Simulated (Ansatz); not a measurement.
**CHPSi (quintet): correlated methods under varied settings**

Aim: run CHPSi (quintet) at one geometry under a spread of methods and options, and see what each costs and gives.

Program: Ansatz 0.2.0, Gaussian basis. Level of theory: the settings change from run to run. These are calculated values, not measurements.

26 further runs of the same task are left out: 9 that didn't finish, 17 set aside as unsound or not needed.

### 1 What is computed

The geometry is a PBE0/def2-TZVP stationary point (not a proven minimum) of the parent state, kept for this charge and spin.

4 atoms, charge 0, spin multiplicity 5.

Atoms are counted from 1 here; the program's logs count them from 0.

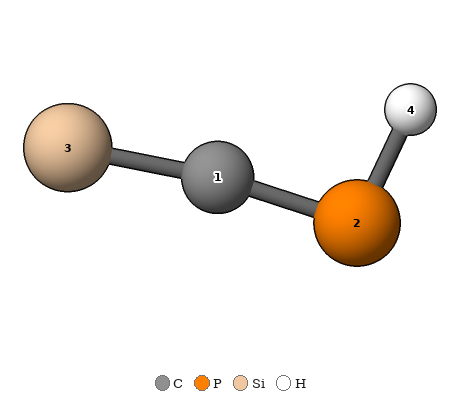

The geometry (carbon grey, phosphorus orange, silicon light orange, hydrogen white); atoms are numbered from 1 in the order of the file.

As a file:

```xyz
4
charge 0, multiplicity 5
C     0.0000   -0.0677   -0.0640
P     0.0000    0.0846    1.5936
Si    0.0000   -0.0173   -1.7982
H     0.0000   -1.3112    1.8986
```

### 2 MP2 on UHF/cc-pVDZ

Contents of in.yaml:

```yaml
crystal:
  periodic: [false, false, false]
  atoms:
    - {symbol: C, position_ang: [0.000000, -0.067716, -0.064015]}
    - {symbol: P, position_ang: [0.000000, 0.084627, 1.593591]}
    - {symbol: Si, position_ang: [0.000000, -0.017314, -1.798234]}
    - {symbol: H, position_ang: [0.000000, -1.311212, 1.898587]}
basis:
  gaussian: {orbitals: cc-pVDZ}
magnetization: {spin_polarized: true, initial_magnetization: 4}
correlation: {method: mp2, electrons: outside_noble_gas}
accuracy: high
```

Run with:

```
ansatz run in.yaml --threads 1 --pin off --events-out ev --progress --plain --max-ram 2393MiB
```

Log:

```text
Functional definition: HF
  name "HF"
  cite "Fock, Z. Phys. 61, 126 (1930) doi:10.1007/BF01340294"
  parent pbe
  exchange = exact_x
  correlation = 0
1152 factors; integrals over basis functions are off by at most 3.9e-9 eV
mean field evaluation 1: about -18171.5256 eV, gradient 1.3e1 eV
mean field evaluation 2: about -18171.5402 eV, gradient 1.3e1 eV
mean field evaluation 4: about -18173.6138 eV, gradient 3.7e0 eV
mean field evaluation 8: about -18174.6832 eV, gradient 6.4e-1 eV
mean field evaluation 16: about -18174.7089 eV, gradient 1.6e-8 eV
mean field evaluation 32: about -18174.5014 eV, gradient 6.7e-8 eV
mean field evaluation 64: about -18174.7089 eV, gradient 8.5e-4 eV
mean field evaluation 96: about -18174.2613 eV, gradient 1.7e0 eV
mean field evaluation 128: about -18174.7070 eV, gradient 2.6e-1 eV
mean field -18174.70891611 eV, -667.9082334069 hartree, gradient 6.4e-8 eV, S^2 6.230416; 11 other end points of the search recorded, 0 dependent functions left out
11 core orbitals not correlated: weight in the atoms' cores, before any rotation towards them, 1.000 or more for the frozen orbitals, at most 0.000 for the correlated occupied ones
reference -18174.70891611 eV, -667.9082334069 hartree; 9, 5 occupied and 35, 39 virtual orbitals, 1152 factors
second order -6.65983072 eV of doubles, -0.00000000 eV of singles
Total energy: -18181.36874683 eV, -668.1529776716 hartree
```

Wall time 15 s (1 thread of Intel Xeon at 2.50GHz, shared host).

From the report: ⟨S²⟩ of the determinant 6.230 (pure quintet: 6.00).

### 3 BCCD(T) on ROHF/6-31G

in.yaml, as its differences from that of step 2:

```diff
@@ -8,5 +8,5 @@
 basis:
-  gaussian: {orbitals: cc-pVDZ}
-magnetization: {spin_polarized: true, initial_magnetization: 4}
-correlation: {method: mp2, electrons: outside_noble_gas}
-accuracy: high
+  gaussian: {orbitals: 6-31G}
+magnetization: {spin_polarized: false, initial_magnetization: 4}
+correlation: {method: bccd_t, electrons: all}
+output: {forces: true}
```

Same command.

Log, shortened:

```text
Functional definition: HF
  name "HF"
  cite "Fock, Z. Phys. 61, 126 (1930) doi:10.1007/BF01340294"
  parent pbe
[...]
439 factors; integrals over basis functions are off by at most 2.5e-4 eV
[...]
mean field -18171.31888455 eV, -667.7836520450 hartree, gradient 3.0e-6 eV, S^2 6.000000; 15 other end points of the search recorded, 0 dependent functions left out
[...]
determinant -18171.31888455 eV, -667.7836520450 hartree, with singles and doubles -18176.46073545 eV, -667.9726115803 hartree
determinant -18171.00582289 eV, -667.7721472412 hartree, with singles and doubles -18175.40623302 eV, -667.9338593308 hartree
determinant -18170.82616778 eV, -667.7655450375 hartree, with singles and doubles -18175.20122748 eV, -667.9263255161 hartree
determinant -18169.88546166 eV, -667.7309747253 hartree, with singles and doubles -18174.87935453 eV, -667.9144969032 hartree
[...]
determinant -18169.09622784 eV, -667.7019709172 hartree, with singles and doubles -18174.26787559 eV, -667.8920254668 hartree
reference -18171.31888455 eV, -667.7836520450 hartree; 20, 16 occupied and 17, 21 virtual orbitals, 439 factors
second order -4.26582052 eV of doubles, -0.06035855 eV of singles
cycle   1  -5.12026105 eV  change    2.2e-2 eV  update   2.3e-2
[...]
cycle  17  -5.12197149 eV  change   -7.7e-8 eV  update   5.1e-7
perturbative correction -0.22729042 eV, -0.0083527690 hartree
[...]
Total energy: -18176.66814646 eV, -667.9802337942 hartree
Atom 0 at     0.000000    -0.067716    -0.064015 Å, force    -0.000000    -0.169806     1.996910 eV/Å
Atom 1 at     0.000000     0.084627     1.593591 Å, force    -0.000000     1.167359     1.261715 eV/Å
Atom 2 at     0.000000    -0.017314    -1.798234 Å, force     0.000000     0.168954    -3.780572 eV/Å
Atom 3 at     0.000000    -1.311212     1.898587 Å, force     0.000000    -1.166507     0.521946 eV/Å
Dipole moment:     0.000000    -0.128163    -0.238045 e Å
```

Wall time 63 s (1 thread of Intel Xeon at 2.50GHz, shared host); peak memory 0.27 GiB.

From the report: correlation -5.3493 eV; largest double amplitude 0.13.

### 4 MP2 on UHF/6-31G

in.yaml, as its differences from that of step 3:

```diff
@@ -9,4 +9,4 @@
   gaussian: {orbitals: 6-31G}
-magnetization: {spin_polarized: false, initial_magnetization: 4}
-correlation: {method: bccd_t, electrons: all}
+magnetization: {spin_polarized: true, initial_magnetization: 4}
+correlation: {method: mp2, electrons: outside_noble_gas}
 output: {forces: true}
```

Same command.

Log, shortened:

```text
Functional definition: HF
  name "HF"
  cite "Fock, Z. Phys. 61, 126 (1930) doi:10.1007/BF01340294"
  parent pbe
[...]
439 factors; integrals over basis functions are off by at most 2.5e-4 eV
[...]
mean field -18171.57386035 eV, -667.7930222326 hartree, gradient 4.1e-6 eV, S^2 6.198302; 10 other end points of the search recorded, 0 dependent functions left out
11 core orbitals not correlated: weight in the atoms' cores, before any rotation towards them, 1.000 or more for the frozen orbitals, at most 0.000 for the correlated occupied ones
reference -18171.57386035 eV, -667.7930222326 hartree; 9, 5 occupied and 17, 21 virtual orbitals, 439 factors
second order -3.60585280 eV of doubles, -0.00000000 eV of singles
[...]
Total energy: -18175.17971315 eV, -667.9255348788 hartree
Atom 0 at     0.000000    -0.067716    -0.064015 Å, force     0.000000    -0.094626     3.199478 eV/Å
Atom 1 at     0.000000     0.084627     1.593591 Å, force    -0.000000     0.827463    -0.197225 eV/Å
Atom 2 at     0.000000    -0.017314    -1.798234 Å, force    -0.000000     0.180885    -3.430412 eV/Å
Atom 3 at     0.000000    -1.311212     1.898587 Å, force    -0.000000    -0.913722     0.428159 eV/Å
Dipole moment:    -0.000000    -0.131172    -0.354612 e Å
```

Wall time 4.8 s (1 thread of Intel Xeon at 2.50GHz, shared host).

From the report: ⟨S²⟩ of the determinant 6.198 (pure quintet: 6.00).

### 5 MP2 on UHF/cc-pVDZ

in.yaml, as its differences from that of step 4:

```diff
@@ -8,5 +8,4 @@
 basis:
-  gaussian: {orbitals: 6-31G}
+  gaussian: {orbitals: cc-pVDZ, point_charges: [{charge: -1.00, position_ang: [4.674, -0.840, 0.890]}]}
 magnetization: {spin_polarized: true, initial_magnetization: 4}
-correlation: {method: mp2, electrons: outside_noble_gas}
-output: {forces: true}
+correlation: {method: mp2, electrons: valence}
```

Same command.

Log, shortened:

```text
Functional definition: HF
  name "HF"
  cite "Fock, Z. Phys. 61, 126 (1930) doi:10.1007/BF01340294"
  parent pbe
[...]
553 factors; integrals over basis functions are off by at most 1.3e-3 eV
[...]
mean field -18174.72180603 eV, -667.9087071028 hartree, gradient 6.5e-6 eV, S^2 6.065359; 14 other end points of the search recorded, 0 dependent functions left out
11 core orbitals not correlated: weight in the atoms' cores, before any rotation towards them, 1.000 or more for the frozen orbitals, at most 0.000 for the correlated occupied ones
reference -18174.72180603 eV, -667.9087071028 hartree; 9, 5 occupied and 35, 39 virtual orbitals, 553 factors
second order -6.25573152 eV of doubles, -0.00000000 eV of singles
Total energy: -18180.97753756 eV, -668.1386009960 hartree
```

Run time: 8.5 s. Hardware: 1 thread of Intel Xeon at 2.50GHz, shared host.

From the report: ⟨S²⟩ of the determinant 6.065 (pure quintet: 6.00).

### 6 BCCD(T) on UHF/cc-pVDZ

in.yaml, as its differences from that of step 5:

```diff
@@ -8,4 +8,5 @@
 basis:
-  gaussian: {orbitals: cc-pVDZ, point_charges: [{charge: -1.00, position_ang: [4.674, -0.840, 0.890]}]}
+  gaussian: {orbitals: cc-pVDZ}
 magnetization: {spin_polarized: true, initial_magnetization: 4}
-correlation: {method: mp2, electrons: valence}
+correlation: {method: bccd_t, electrons: outside_noble_gas, diis_vectors: 1}
+scf: {lower_state_search: off}
```

The command is unchanged.

Log, shortened:

```text
Functional definition: HF
  name "HF"
  cite "Fock, Z. Phys. 61, 126 (1930) doi:10.1007/BF01340294"
  parent pbe
[...]
553 factors; integrals over basis functions are off by at most 1.3e-3 eV
[...]
mean field -18174.70882075 eV, -667.9082299023 hartree, gradient 7.8e-6 eV, S^2 6.230416; 0 other end points of the search recorded, 0 dependent functions left out
11 core orbitals not correlated: weight in the atoms' cores, before any rotation towards them, 1.000 or more for the frozen orbitals, at most 0.000 for the correlated occupied ones
reference -18174.70882075 eV, -667.9082299023 hartree; 9, 5 occupied and 35, 39 virtual orbitals, 553 factors
second order -6.65981487 eV of doubles, -0.00000000 eV of singles
cycle   1  -7.38769471 eV  change   -7.3e-1 eV  update   1.1e-1
[...]
cycle  37  -7.94577707 eV  change    9.2e-6 eV  update   1.7e-5
perturbative correction -0.44690044 eV, -0.0164232882 hartree
Total energy: -18183.10149826 eV, -668.2166551120 hartree
Checks for a lower state left out: stability, starts, cluster_reference, orbital_swaps, neighbouring_geometries, increment
```

Run time: 9.5 s. Hardware: 1 thread of Intel Xeon at 2.50GHz, shared host.

From the report: ⟨S²⟩ of the determinant 6.230 (pure quintet: 6.00); correlation -8.3927 eV; largest double amplitude 0.10.

### 7 BCCD on UHF/cc-pVDZ

in.yaml, as its differences from that of step 6:

```diff
@@ -10,3 +10,3 @@
 magnetization: {spin_polarized: true, initial_magnetization: 4}
-correlation: {method: bccd_t, electrons: outside_noble_gas, diis_vectors: 1}
+correlation: {method: bccd, electrons: outside_noble_gas}
 scf: {lower_state_search: off}
```

Launched as before.

Log, shortened:

```text
Functional definition: HF
  name "HF"
  cite "Fock, Z. Phys. 61, 126 (1930) doi:10.1007/BF01340294"
  parent pbe
[...]
553 factors; integrals over basis functions are off by at most 1.3e-3 eV
[...]
mean field -18174.70882075 eV, -667.9082299023 hartree, gradient 7.8e-6 eV, S^2 6.230416; 0 other end points of the search recorded, 0 dependent functions left out
11 core orbitals not correlated: weight in the atoms' cores, before any rotation towards them, 1.000 or more for the frozen orbitals, at most 0.000 for the correlated occupied ones
reference -18174.70882075 eV, -667.9082299023 hartree; 9, 5 occupied and 35, 39 virtual orbitals, 553 factors
second order -6.65981487 eV of doubles, -0.00000000 eV of singles
cycle   1  -7.38769471 eV  change   -7.3e-1 eV  update   1.1e-1
[...]
cycle  17  -7.94575780 eV  change   -6.0e-6 eV  update   1.2e-5
Total energy: -18182.65457855 eV, -668.2002311157 hartree
Checks for a lower state left out: stability, starts, cluster_reference, orbital_swaps, neighbouring_geometries, increment
```

It took 5.5 s on 1 thread of Intel Xeon at 2.50GHz, shared host.

From the report: ⟨S²⟩ of the determinant 6.230 (pure quintet: 6.00); correlation -7.9458 eV; largest double amplitude 0.10.

### 8 CCSD on ROHF/6-31G*

in.yaml, as its differences from that of step 7:

```diff
@@ -8,5 +8,4 @@
 basis:
-  gaussian: {orbitals: cc-pVDZ}
-magnetization: {spin_polarized: true, initial_magnetization: 4}
-correlation: {method: bccd, electrons: outside_noble_gas}
-scf: {lower_state_search: off}
+  gaussian: {orbitals: "6-31G*"}
+magnetization: {spin_polarized: false, initial_magnetization: 4}
+correlation: {method: ccsd, electrons: valence}
```

Same command.

Log, shortened:

```text
Functional definition: HF
  name "HF"
  cite "Fock, Z. Phys. 61, 126 (1930) doi:10.1007/BF01340294"
  parent pbe
[...]
510 factors; integrals over basis functions are off by at most 9.5e-4 eV
[...]
mean field -18173.35906580 eV, -667.8586273228 hartree, gradient 6.3e-6 eV, S^2 6.000000; 15 other end points of the search recorded, 0 dependent functions left out
[...]
determinant -18173.35906580 eV, -667.8586273228 hartree, with singles and doubles -18181.15336934 eV, -668.1450626948 hartree
determinant -18173.13759441 eV, -667.8504883994 hartree, with singles and doubles -18180.62722660 eV, -668.1257273057 hartree
determinant -18172.93967953 eV, -667.8432151617 hartree, with singles and doubles -18180.40021077 eV, -668.1173846280 hartree
determinant -18171.94433062 eV, -667.8066367639 hartree, with singles and doubles -18179.75081785 eV, -668.0935198781 hartree
determinant -18171.48420058 eV, -667.7897272970 hartree, with singles and doubles -18178.94716927 eV, -668.0639863377 hartree
determinant -18171.33565930 eV, -667.7842685056 hartree, with singles and doubles -18179.15962253 eV, -668.0717938510 hartree
determinant -18171.09112889 eV, -667.7752821789 hartree, with singles and doubles -18179.28242751 eV, -668.0763068507 hartree
determinant -18173.35906580 eV, -667.8586273228 hartree, with singles and doubles -18181.16177591 eV, -668.1453716307 hartree
determinant -18173.13759441 eV, -667.8504883994 hartree, with singles and doubles -18180.62832027 eV, -668.1257674973 hartree
11 core orbitals not correlated: weight in the atoms' cores, before any rotation towards them, 1.000 or more for the frozen orbitals, at most 0.000 for the correlated occupied ones
reference -18173.35906580 eV, -667.8586273228 hartree; 9, 5 occupied and 35, 39 virtual orbitals, 510 factors
second order -6.68574421 eV of doubles, -0.09221651 eV of singles
cycle   1  -7.80270857 eV  change    1.6e-6 eV  update   4.4e-6
Total energy: -18181.16177436 eV, -668.1453715737 hartree
```

Run time: 32 s. Hardware: 1 thread of Intel Xeon at 2.50GHz, shared host.

From the report: correlation -7.8027 eV; T1 0.045; largest double amplitude 0.12.

### 9 NEVPT2(4,5)/6-31G

in.yaml, as its differences from that of step 8:

```diff
@@ -8,4 +8,6 @@
 basis:
-  gaussian: {orbitals: "6-31G*"}
+  gaussian: {orbitals: 6-31G}
 magnetization: {spin_polarized: false, initial_magnetization: 4}
-correlation: {method: ccsd, electrons: valence}
+correlation: {method: sc_nevpt2, electrons: outside_noble_gas, active_space: {window: {electrons: 4, orbitals: 5}, states: [{multiplicity: 5, weights: [0.5, 1, 0.5, 1]}], root: 2}}
+accuracy: high
+output: {forces: true}
```

The command is unchanged.

Log, shortened:

```text
Functional definition: HF
  name "HF"
  cite "Fock, Z. Phys. 61, 126 (1930) doi:10.1007/BF01340294"
  parent pbe
[...]
819 factors; integrals over basis functions are off by at most 4.8e-9 eV
[...]
mean field -18171.31913445 eV, -667.7836612284 hartree, gradient 2.5e-8 eV, S^2 6.000000; 12 other end points of the search recorded, 0 dependent functions left out
reference -18171.31913445 eV, -667.7836612284 hartree; 20, 16 occupied and 17, 21 virtual orbitals, 819 factors
state -18170.79654974 eV, -667.7644565948 hartree
state -18170.65328243 eV, -667.7591916182 hartree
state -18166.21622539 eV, -667.5961327793 hartree
state -18165.10789973 eV, -667.5554025626 hartree
state -18170.79654974 eV, -667.7644565948 hartree; corrected -18174.35469830 eV, -667.8952161425 hartree
state -18170.65328243 eV, -667.7591916182 hartree; corrected -18174.12029877 eV, -667.8866021186 hartree
[...]
state -18170.91236718 eV, -667.7687128071 hartree; corrected -18175.61445856 eV, -667.9415114783 hartree
state -18169.71774293 eV, -667.7248111755 hartree; corrected -18174.06129907 eV, -667.8844339197 hartree
state -18166.86678378 eV, -667.6200403595 hartree; corrected -18172.15685534 eV, -667.8144469034 hartree
state -18165.39252551 eV, -667.5658623670 hartree; corrected -18170.31458839 eV, -667.7467448418 hartree
[...]
WARN: the results are in doubt because another end's mean lies 0.089 eV lower, and its corrected mean 0.979 eV higher
Total energy: -18172.15685534 eV, -667.8144469034 hartree
Atom 0 at     0.000000    -0.067716    -0.064015 Å, force     0.000000    -0.407258    -0.766045 eV/Å
Atom 1 at     0.000000     0.084627     1.593591 Å, force    -0.000000     1.166583     3.888858 eV/Å
Atom 2 at     0.000000    -0.017314    -1.798234 Å, force     0.000000     0.209668    -3.715338 eV/Å
Atom 3 at     0.000000    -1.311212     1.898587 Å, force    -0.000000    -0.968993     0.592525 eV/Å
Dipole moment:    -0.000000    -0.118113    -0.287530 e Å
In doubt: another end's mean lies 0.089 eV lower, and its corrected mean 0.979 eV higher
```

It took 16 s on 1 thread of Intel Xeon at 2.50GHz, shared host.

From the report: 2 determinants; active occupations (of the averaged states) 1.00, 0.83, 0.83, 0.67, 0.67. The program marks this result as in doubt; its last lines say why.

### 10 BCCD(T)/cc-pVDZ

Contents of in.yaml:

```yaml
crystal:
  periodic: [false, false, false]
  atoms:
    - {symbol: C, position_ang: [0.000000, -0.067716, -0.064015]}
    - {symbol: P, position_ang: [0.000000, 0.084627, 1.593591]}
    - {symbol: Si, position_ang: [0.000000, -0.017314, -1.798234]}
    - {symbol: H, position_ang: [0.000000, -1.311212, 1.898587]}
basis:
  gaussian: {orbitals: cc-pVDZ}
magnetization: {spin_polarized: true, initial_magnetization: 4}
hamiltonian: {xc: {name: PBE0}}
correlation: {method: bccd_t, electrons: valence}
```

The command is unchanged.

Log, shortened:

```text
Functional definition: PBE0
  name "PBE0"
  cite "Adamo & Barone, J. Chem. Phys. 110, 6158 (1999) doi:10.1063/1.478522"
  cite "Perdew, Burke & Ernzerhof, Phys. Rev. Lett. 77, 3865 (1996) doi:10.1103/PhysRevLett.77.3865"
  parent pbe
[...]
553 factors; integrals over basis functions are off by at most 1.3e-3 eV
[...]
mean field -18203.99556655 eV, -668.9844979595 hartree, gradient 6.7e-6 eV, S^2 6.025952; 6 other end points of the search recorded, 0 dependent functions left out
11 core orbitals not correlated: weight in the atoms' cores, before any rotation towards them, 1.000 or more for the frozen orbitals, at most 0.000 for the correlated occupied ones
reference -18173.93452640 eV, -667.8797751101 hartree; 9, 5 occupied and 35, 39 virtual orbitals, 553 factors
second order -7.86480665 eV of doubles, -0.30844299 eV of singles
cycle   1  -8.20426459 eV  change   -3.0e-2 eV  update   1.1e-1
[...]
cycle  16  -8.63802097 eV  change    4.2e-6 eV  update   9.6e-6
perturbative correction -0.44759190 eV, -0.0164486990 hartree
Total energy: -18183.02013928 eV, -668.2136652248 hartree
```

Wall time 17 s (1 thread of Intel Xeon at 2.50GHz, shared host).

From the report: ⟨S²⟩ of the determinant 6.026 (pure quintet: 6.00); correlation -9.0856 eV; largest double amplitude 0.10.

### 11 The runs in one table

 † marks a result that the program doubts.

| level | correlated | functions | energy (eV) | time |
| --- | --- | --- | --- | --- |
| MP2 on UHF/cc-pVDZ | outside noble gas | 55 | -18181.3687 | 15 s |
| BCCD(T) on ROHF/6-31G | all | 37 | -18176.6681 | 63 s |
| MP2 on UHF/6-31G | outside noble gas | 37 | -18175.1797 | 4.8 s |
| MP2 on UHF/cc-pVDZ (beside a point charge) | valence | 55 | -18180.9775 | 8.5 s |
| BCCD(T) on UHF/cc-pVDZ | outside noble gas | 55 | -18183.1015 | 9.5 s |
| BCCD on UHF/cc-pVDZ | outside noble gas | 55 | -18182.6546 | 5.5 s |
| CCSD on ROHF/6-31G* | valence | 55 | -18181.1618 | 32 s |
| NEVPT2(4,5)/6-31G (excited root 2 of an average) † | outside noble gas | 37 | -18172.1569 | 16 s |
| BCCD(T)/cc-pVDZ (on PBE0 orbitals) | valence | 55 | -18183.0201 | 17 s |

### 12 What came out

| quantity | value |
| --- | --- |
| runs | 9 |
| quickest | MP2 on UHF/6-31G, 4.8 s |
| slowest | BCCD(T) on ROHF/6-31G, 63 s |

In words: Total energies in different bases, with other cores or another treatment of relativity can't be set against each other. BCCD(T) on ROHF/6-31G took 13 times as long as MP2 on UHF/6-31G; the jobs differ in more than the method.
